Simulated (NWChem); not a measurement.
# C2H6AlFS (SMILES C[S][Al]([CH3])[F]): levels of theory compared

Wanted: a comparison of 4 runs (HF/STO-3G, HF/3-21G, B3LYP/6-31G*) of C2H6AlFS. 

The calculation is run with NWChem 7.3.0.

### Step 1. Starting point

C2H6AlFS: 11 atoms, total charge 0, spin state singlet. SMILES: `C[S][Al]([CH3])[F]`. Geometry: relaxed at PBE0-D4/def2-TZVP. This is one conformer, not always the lowest.

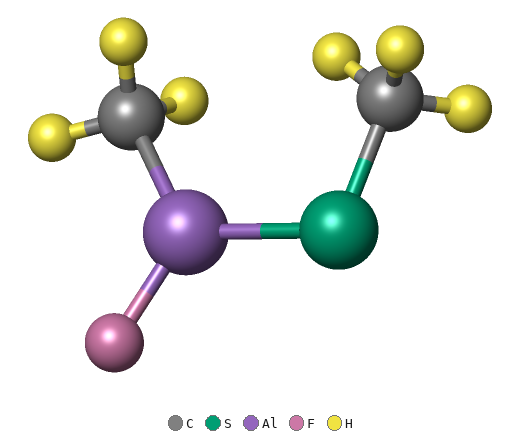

The structure, seen from a chosen angle (carbon grey, sulfur teal, aluminium purple, fluorine pink, hydrogen yellow).

### Step 2. Energy and forces at HF/STO-3G (run 1)

job.nw reads:

```
start job
title "C2H6AlFS"
memory total 2200 mb
charge 0

geometry noautosym nocenter noautoz
   C     -0.644900     1.737600     0.674000
   S      0.006200     1.729200    -1.029800
   Al     0.566700    -0.351600    -1.251200
   C      0.347700    -1.711700     0.114100
   F      1.220200    -0.745100    -2.715600
   H     -0.033600     2.404000     1.280800
   H     -0.639800     0.745400     1.123600
   H     -1.668300     2.109100     0.652400
   H     -0.702600    -1.839700     0.391400
   H      0.894800    -1.460300     1.027100
   H      0.719000    -2.673800    -0.246200
end

basis spherical bse
   * library STO-3G
end

scf
   thresh 1e-08
   maxiter 80
   print low
end

task scf gradient
```

Started as:

```bash
$ nwchem job.nw > job.out
```

Standard output:

```text
[...]
  functions       =    39
[...]
  wavefunction    = RHF
[...]
         Total SCF energy =   -808.642887946836
      One-electron energy =  -1670.080174243410
      Two-electron energy =    589.288598104231
 Nuclear repulsion energy =    272.148688192343
        Time for solution =      3.3s
[...]
                         RHF ENERGY GRADIENTS
    atom               coordinates                        gradient
                 x          y          z           x          y          z
   1 C      -1.218684   3.283588   1.273675   -0.006967   0.000156   0.018826
   2 S       0.011716   3.267714  -1.946040   -0.004944   0.032130  -0.006037
   3 Al      1.070908  -0.664428  -2.364425   -0.002578  -0.008496   0.011730
   4 C       0.657058  -3.234644   0.215618   -0.001414  -0.012131   0.011164
   5 F       2.305844  -1.408035  -5.131740    0.012531  -0.006534  -0.028713
   6 H      -0.063495   4.542901   2.420361    0.005427   0.002372  -0.003174
   7 H      -1.209047   1.408602   2.123296    0.001829  -0.005611  -0.002179
   8 H      -3.152630   3.985621   1.232857   -0.002542   0.000777  -0.006220
   9 H      -1.327721  -3.476529   0.739639   -0.009487   0.000262   0.002045
  10 H       1.690927  -2.759567   1.940938    0.004616   0.003654   0.007638
  11 H       1.358713  -5.052749  -0.465251    0.003529  -0.006580  -0.005080
[...]
```

Wall time 5.4 s (1 thread of AMD EPYC 7R43 (Zen 3), shared host); peak memory 0.092 GiB.

### Step 3. Energy and forces at HF/3-21G (run 2)

nw.nw reads:

```
start nw
memory stack 880 mb heap 220 mb global 1100 mb

geometry noautosym nocenter noautoz
   C    -0.644900    1.737600    0.674000
   S     0.006200    1.729200   -1.029800
   Al    0.566700   -0.351600   -1.251200
   C     0.347700   -1.711700    0.114100
   F     1.220200   -0.745100   -2.715600
   H    -0.033600    2.404000    1.280800
   H    -0.639800    0.745400    1.123600
   H    -1.668300    2.109100    0.652400
   H    -0.702600   -1.839700    0.391400
   H     0.894800   -1.460300    1.027100
   H     0.719000   -2.673800   -0.246200
end

basis spherical bse
   * library 3-21G
end

scf
   thresh 1e-08
   maxiter 80
   print low
end

task scf gradient
```

Started as:

```bash
$ nwchem nw.nw > nw.out
```

Standard output:

```text
[...]
  functions       =    65
[...]
  wavefunction    = RHF
[...]
         Total SCF energy =   -813.986476383921
      One-electron energy =  -1669.610535592427
      Two-electron energy =    583.475371016163
 Nuclear repulsion energy =    272.148688192343
        Time for solution =      3.5s
[...]
                         RHF ENERGY GRADIENTS
    atom               coordinates                        gradient
                 x          y          z           x          y          z
   1 C      -1.218684   3.283588   1.273675    0.014598  -0.004684  -0.035243
   2 S       0.011716   3.267714  -1.946040   -0.004304  -0.019691   0.023057
   3 Al      1.070908  -0.664428  -2.364425   -0.007939   0.017302   0.010221
   4 C       0.657058  -3.234644   0.215618    0.002046   0.006344  -0.008889
   5 F       2.305844  -1.408035  -5.131740   -0.001770   0.001334   0.003807
   6 H      -0.063495   4.542901   2.420361    0.004784   0.004579   0.004054
   7 H      -1.209047   1.408602   2.123296    0.000705  -0.007003   0.001536
   8 H      -3.152630   3.985621   1.232857   -0.007357   0.002335  -0.000698
   9 H      -1.327721  -3.476529   0.739639   -0.004142   0.000793   0.000784
  10 H       1.690927  -2.759567   1.940938    0.001840   0.002229   0.003163
  11 H       1.358713  -5.052749  -0.465251    0.001538  -0.003537  -0.001792
[...]
```

It took 5.7 s on 1 thread of AMD EPYC 7R43 (Zen 3), shared host; peak memory 0.096 GiB.

Run 3 isn't shown in full; the table further down has it.

### Step 4. Energy and forces at B3LYP/6-31G(d) (Cartesian functions) (run 4)

c2h6alfs.nw reads:

```
START c2h6alfs
memory total 2200 mb

GEOMETRY units angstroms noautosym nocenter noautoz
 C     -0.644900     1.737600     0.674000
 S      0.006200     1.729200    -1.029800
 Al     0.566700    -0.351600    -1.251200
 C      0.347700    -1.711700     0.114100
 F      1.220200    -0.745100    -2.715600
 H     -0.033600     2.404000     1.280800
 H     -0.639800     0.745400     1.123600
 H     -1.668300     2.109100     0.652400
 H     -0.702600    -1.839700     0.391400
 H      0.894800    -1.460300     1.027100
 H      0.719000    -2.673800    -0.246200
END

BASIS "ao basis" cartesian
 * library 6-31G*
END

DFT
 xc b3lyp
 grid fine
 convergence energy 1e-08
 maxiter 100
 mulliken
END

TASK dft gradient
```

Started as:

```bash
$ nwchem c2h6alfs.nw > c2h6alfs.out
```

Standard output:

```text
[...]
          Wavefunction type:  closed shell.
          No. of atoms     :    11
          No. of electrons :    56
[...]
          Charge           :     0
          Spin multiplicity:     1
[...]
          AO basis - number of functions:    95
[...]
              XC Information
              --------------
                         B3LYP Method XC Potential
                     Hartree-Fock (Exact) Exchange  0.200
                        Slater Exchange Functional  0.800 local
                    Becke 1988 Exchange Functional  0.720 non-local
              Lee-Yang-Parr Correlation Functional  0.810
                  VWN I RPA Correlation Functional  0.190 local
[...]
 d= 0,ls=0.0,diis     1   -820.3303532194 -1.09D+03  1.61D-02  8.85D-01     3.2
[...]
 d= 0,ls=0.0,diis    10   -820.4168103546 -1.57D-09  3.00D-07  1.59D-09    23.6
         Total DFT energy =     -820.416810354583
      One electron energy =    -1675.517645044952
           Coulomb energy =      651.011670342291
    Exchange-Corr. energy =      -68.059523844266
 Nuclear repulsion energy =      272.148688192343
[...]
  wavefunction    = closed shell
                         DFT ENERGY GRADIENTS
    atom               coordinates                        gradient
                 x          y          z           x          y          z
   1 C      -1.218684   3.283588   1.273675    0.002511  -0.000653  -0.006227
   2 S       0.011716   3.267714  -1.946040   -0.002485  -0.004896   0.009427
   3 Al      1.070908  -0.664428  -2.364425   -0.000105   0.000854  -0.000249
   4 C       0.657058  -3.234644   0.215618    0.000421   0.000815  -0.001458
   5 F       2.305844  -1.408035  -5.131740   -0.002521   0.001597   0.005596
   6 H      -0.063495   4.542901   2.420361   -0.000570  -0.001167  -0.001941
   7 H      -1.209047   1.408602   2.123296    0.000584   0.001245  -0.002083
   8 H      -3.152630   3.985621   1.232857    0.002046  -0.000710  -0.000942
   9 H      -1.327721  -3.476529   0.739639    0.001864   0.000800  -0.000604
  10 H       1.690927  -2.759567   1.940938   -0.001141   0.000092  -0.001816
  11 H       1.358713  -5.052749  -0.465251   -0.000606   0.002022   0.000296
[...]
```

It took 35 s on 1 thread of AMD EPYC 7R43 (Zen 3), shared host; peak memory 0.12 GiB.

### Step 5. The series

| run | level | iteration cap | module | energy (Eh) | largest force (eV/Å) | wall time |
| --- | --- | --- | --- | --- | --- | --- |
| 1 | HF/STO-3G | 80 | scf | -808.642888 | 1.700 | 5.4 s |
| 2 | HF/3-21G | 80 | scf | -813.986476 | 1.976 | 5.7 s |
| 3 | B3LYP/6-31G* (spherical functions) | 100 | dft | -820.409541 | 0.557 | 34 s |
| 4 | B3LYP/6-31G* (Cartesian functions) | 100 | dft | -820.416810 | 0.561 | 35 s |

### Step 6. Results

```
                       quantity          value
            run 4: total energy  -820.41681 Eh
           run 4: dipole moment         3.26 D
             run 4: HOMO energy       -6.80 eV
             run 4: LUMO energy       -0.33 eV
           run 4: HOMO–LUMO gap        6.47 eV
run 4: largest force on an atom     0.561 eV/Å
```

**Reading.** In run 1 the basis is minimal, so the values are rough. All runs together took 80 s, the longest 35 s.
